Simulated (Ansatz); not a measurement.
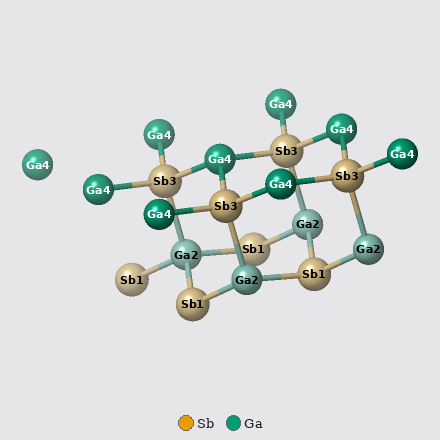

The system is CO on a GaSb(111) slab cut from the F-43m phase, its upper half relaxed before the scan (4 atoms of substrate and one adsorbate in a 1 × 1 cell); the picture shows it without the atoms that are moved over the map. 
- CO (O end down) is moved over the surface cell at a fixed height above a rigid substrate; the origin of the map has the adsorbate above Ga4; the height is held at 3.70 Å.
- Places are given modulo a cell vector. The map is drawn in real space over the plane of the surface.
- The scan uses a 9 × 9 grid; 19 points were computed and 62 follow by symmetry.
- All energies are given in meV relative to the lowest grid point.
- With one adsorbate in each 1 × 1 cell, its nearest image is 4.3 Å away, so neighbouring adsorbates interact. At a fixed height the lowest place need not be the adsorption site.
- Theory: DFT PBE+D3(BJ), scalar-relativistic, plane waves, PAW (Ansatz 0.2.0). Settings: cutoff 420 eV, k-mesh 6×6×1, gaussian smearing 0.1 eV, no spin polarisation.

Range: position of O5 along the first surface vector from 0.000 to 0.889; position of O5 along the second surface vector from 0.000 to 0.889.

Predict the map.

Answer. The lowest grid point is at a threefold hollow, (3/9, 6/9) of the cell vectors. No other kind of well shows on this grid. The highest grid point, the top site over a surface Ga atom, (0/9, 0/9) of the cell vectors, lies 5.17 meV above the lowest. On the interpolated surface the easiest way out of the lowest well to its copy in the next cell or period passes a barrier of about 4.2 meV.

```csv
"second ↓, first →",0/9,1/9,2/9,3/9,4/9,5/9,6/9,7/9,8/9
8/9,4.78,3.84,2.56,1.60,1.25,1.60,2.56,3.84,4.78
7/9,3.89,2.56,1.22,0.43,0.43,1.22,2.56,3.89,4.46
6/9,3.05,1.60,0.43,0.00,0.43,1.60,3.05,4.07,4.07
5/9,2.57,1.25,0.43,0.43,1.25,2.57,3.80,4.31,3.80
4/9,2.57,1.60,1.22,1.60,2.57,3.71,4.49,4.49,3.71
3/9,3.05,2.56,2.56,3.05,3.80,4.49,4.76,4.49,3.80
2/9,3.89,3.84,3.89,4.07,4.31,4.49,4.49,4.31,4.07
1/9,4.78,4.78,4.46,4.07,3.80,3.71,3.80,4.07,4.46
0/9,5.17,4.78,3.89,3.05,2.57,2.57,3.05,3.89,4.78
```

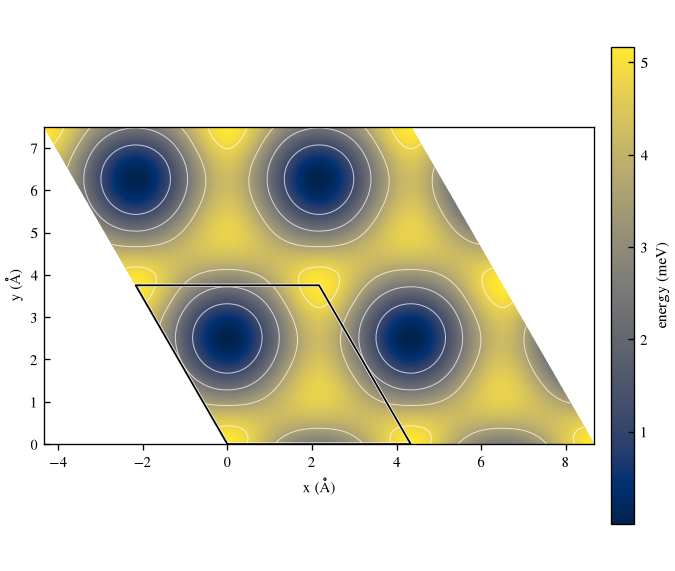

The picture shows a smooth colour map with a few white contour lines, the outline of one cell of the 2 × 2 shown. Between grid points the surface is interpolated.

Each point was launched as `ansatz run input.yaml --threads 1 --pin off --max-ram 3072MiB --backend cpu --events-out ev --progress --plain --runs-dir out`. Time for the 19 points that were run: 8.1 min on 1 thread of Arm Neoverse V2, with other jobs on the host.

PAW datasets: the set soft_1.
